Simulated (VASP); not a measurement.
Band structure of BaTiO3 (space group R3m). Method: LDA (Ceperley-Alder, Perdew-Zunger), VASP's LDA PAW potentials (set 64) (plane waves; VASP).

Unless said otherwise, spin-orbit coupling is left out, though it shifts the bands of the heavy elements here.

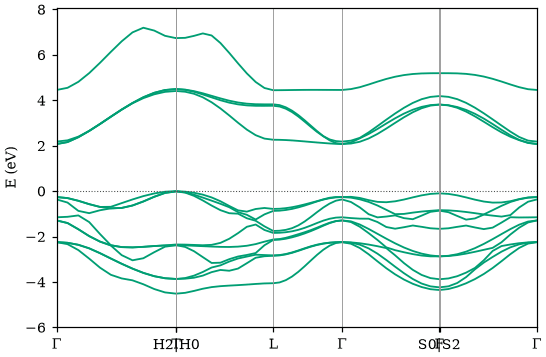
Figure: Bands along high-symmetry lines, zero at the valence-band maximum or, without a gap, the Fermi level

### Question
Read the plot: is there a gap, and where are the band edges?

### Answer
The gap is indirect, 2.07 eV, from the valence maximum at T to the conduction minimum at Γ. (Edges off the drawn lines would not show.)

The structure comes from a computed database's BaTiO3 entry (R3m); how it stands against other phases isn't given here. It was relaxed first, which changed the volume by -5 %.
